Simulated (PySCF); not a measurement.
## A study: H8NSi3, doublet, SMILES `[SiH3]N[SiH][SiH3]`

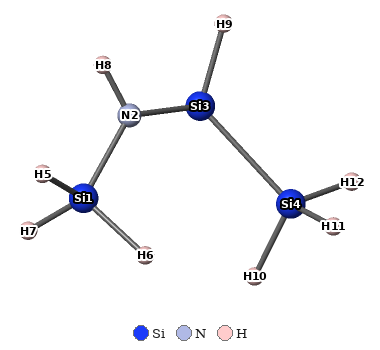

The molecule, with its atoms numbered as below. No frequency check shows the geometry to be a minimum.

Cartesian coordinates (Å):

```
Si1     -2.0130   -0.6189   -0.0425
N2      -1.0472    0.7884    0.2370
Si3      0.6147    1.1107   -0.1991
Si4      1.9585   -0.7116    0.0584
H5      -3.2165   -0.4523    0.7721
H6      -1.2152   -1.7695    0.3804
H7      -2.3720   -0.7554   -1.4589
H8      -1.5745    1.6047    0.5022
H9       0.8586    2.3490    0.5721
H10      1.6609   -1.6773   -1.0082
H11      2.0151   -1.5085    1.2953
H12      3.3314   -0.2324   -0.1500
```

### 1. Bonding charge

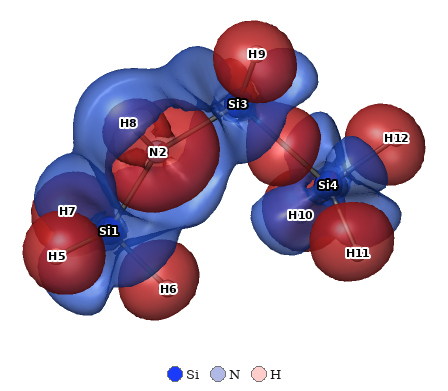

Deformation density (molecule less spherical, spin-averaged free atoms at the same positions), surfaces at ±0.04 e/Å³; red: gain, blue: loss.

Computed with PySCF, TPSSh/6-311+G**, geometry: GFN2-xTB. The stability of the open-shell solution wasn't checked. GFN2-xTB doesn't know the spin state, so this open-shell geometry is rough.

Question: How much density has each bond gained at its critical point, relative to the free atoms?

Answer: The five largest and four smallest: N2–H8: +0.77 e/Å³ at the bond critical point (bond length 1.01 Å). Si3–Si4: +0.25 e/Å³ at the bond critical point (bond length 2.28 Å). Si1–H7: +0.20 e/Å³ at the bond critical point (bond length 1.47 Å). Si1–H6: +0.20 e/Å³ at the bond critical point (bond length 1.46 Å). Si1–H5: +0.20 e/Å³ at the bond critical point (bond length 1.46 Å). Si4–H12: +0.18 e/Å³ at the bond critical point (bond length 1.47 Å). Si4–H11: +0.18 e/Å³ at the bond critical point (bond length 1.47 Å). Si1–N2: +0.11 e/Å³ at the bond critical point (bond length 1.73 Å); up to 0.6 Å beside the axis the gain reaches +0.41 e/Å³. N2–Si3: +0.09 e/Å³ at the bond critical point (bond length 1.75 Å); up to 0.6 Å beside the axis the gain reaches +0.37 e/Å³. In all, 2.9 electrons gather in the regions of gain relative to the promolecule. A small or negative value marks a very polar bond, one between electron-rich atoms, whose free-atom densities already overlap strongly, a long bond to a heavier atom, or a closed-shell contact such as a hydrogen bond.

Question: Where do the Hirshfeld charges lie?

Answer: The highest Hirshfeld charge is on Si1 (+0.37 e), the lowest on N2 (−0.32 e).

### 2. Bond critical points

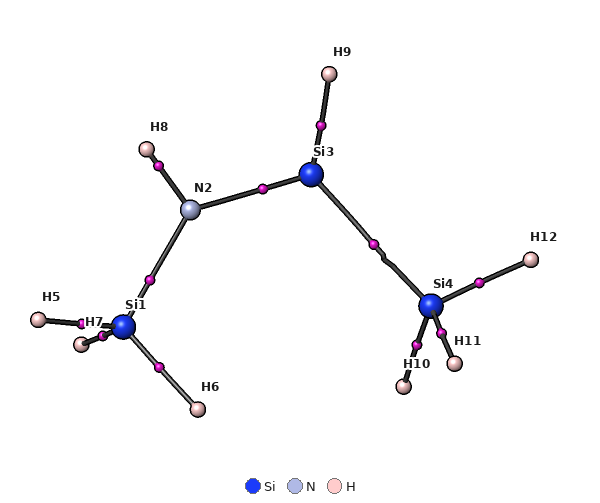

Molecular graph of the electron density (QTAIM): bond paths, bond critical points (magenta), ring points (cyan, if any); weak paths are dashed.

Question: How many critical points of each kind are there, and does the count close?

Answer: 12 nuclei, 11 bond, 0 ring and 0 cage critical points: 12 − 11 + 0 − 0 = 1, as the Poincaré–Hopf relation requires.

Question: What does the calculation give at each kind of bond critical point?

Answer:
```tsv
bond	length (Å)	ρ (a.u.)	∇²ρ (a.u.)	ε	H (a.u.)
N2–H8	1.007	0.334	−1.48	0.02	−0.435
Si1–N2	1.730	0.126	+0.62	0.10	−0.053
Si1–H6	1.463	0.123	+0.28	0.02	−0.074
Si1–H5	1.463	0.123	+0.28	0.01	−0.074
Si1–H7	1.468	0.122	+0.27	0.02	−0.074
N2–Si3	1.748	0.119	+0.58	0.17	−0.049
Si4–H10	1.469	0.119	+0.27	0.02	−0.070
Si4–H12	1.469	0.119	+0.27	0.03	−0.070
Si4–H11	1.472	0.118	+0.26	0.02	−0.070
Si3–H9	1.479	0.118	+0.25	0.07	−0.070
Si3–Si4	2.279	0.098	−0.18	0.07	−0.054
```

Question: What kind of interaction is Si4–H10?

Answer: Polar or intermediate (positive Laplacian, negative energy density H): ρ = 0.119, ∇²ρ = +0.27, H = −0.070 a.u.

### 3. Local ionisation energy

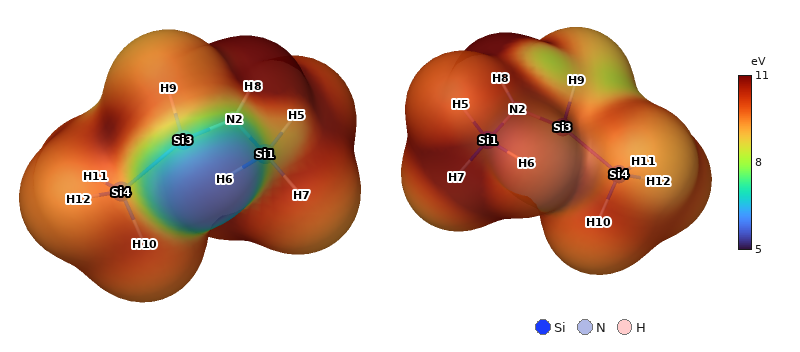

Average local ionisation energy on the surface of electron density 0.001 a.u. (back view left, front view right).

Question: Locate the minima of the map.

Answer: The lowest value is 5.8 eV, 2.5 Å from Si3. Further minima include 8.2 eV, over N2, off the plane of its three bonds (2.1 Å); 9.1 eV, 1.5 Å from H11. For comparison, the highest occupied orbital lies at −4.9 eV.

### 4. Spin density

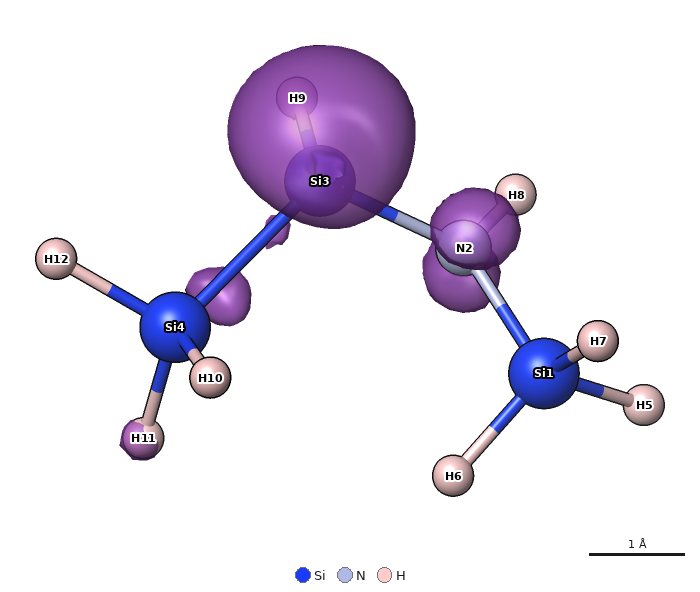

Spin density ρα − ρβ at ±0.05 e/Å³ (purple: excess α, green: excess β).

Question: Where is the unpaired spin?

Answer: Hirshfeld spin populations: Si3 +0.66, N2 +0.12, Si4 +0.11 and H9 +0.05. ⟨S²⟩ = 0.75, as for a pure state.

### 5. In an electric field

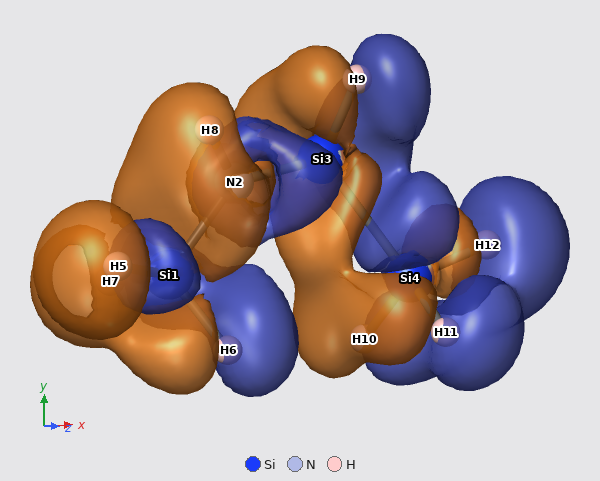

Change of the electron density in a uniform field of 0.21 V/Å, surfaces at ±0.001 e/Å³ (orange: gain, blue: loss).

Computed with PySCF, PBE0/def2-SVPD, geometry: GFN2-xTB. The stability of the open-shell solution wasn't checked. GFN2-xTB doesn't know the spin state, so this open-shell geometry is rough.

Question: Along which Cartesian direction does the field point?

Answer: Along +x: electrons gather on the −x side, against the field.

Question: How large is the response?

Answer: The induced dipole is 1.14 D (along the field); α along this axis, from the fields in both directions, is 112 bohr³ (16.7 Å³).

Question: Which atoms gain and lose the most charge?

Answer: Electrons gather most on H5 (Hirshfeld charge changes by −0.011 e) and leave H12 most (+0.013 e); 0.087 electrons are displaced in all.

### 6. Removing or adding an electron

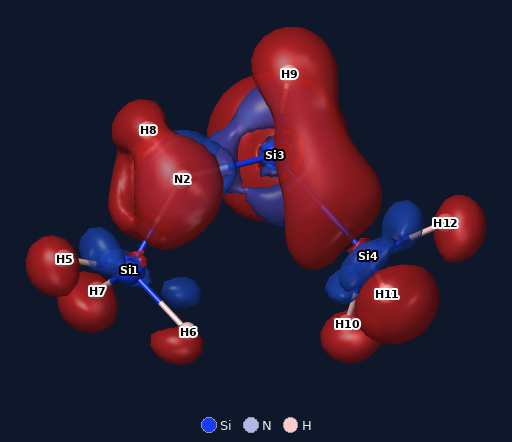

Fukui function f⁻ = ρ(N) − ρ(N−1) at fixed geometry, surfaces at ±0.015 e/Å³ (red positive, blue negative).

Level of theory: BLYP/def2-SVPD (PySCF), at a geometry from GFN2-xTB. GFN2-xTB doesn't know the spin state, so this open-shell geometry is rough.

Question: Which atoms respond most to the removal of an electron?

Answer: f⁻ (Hirshfeld-condensed) is largest on Si3 (0.36); the vertical ionisation energy is 6.94 eV (to the singlet cation, which needn't be its lowest state). Condensed values hint at sites of electrophilic attack but needn't mark the atom that reacts. Orbital relaxation makes it negative in places (0.21 e in all).

The PySCF runs shown took 2 min, 2 min and 110 s on 1 thread of Arm Neoverse V2, on a shared host.
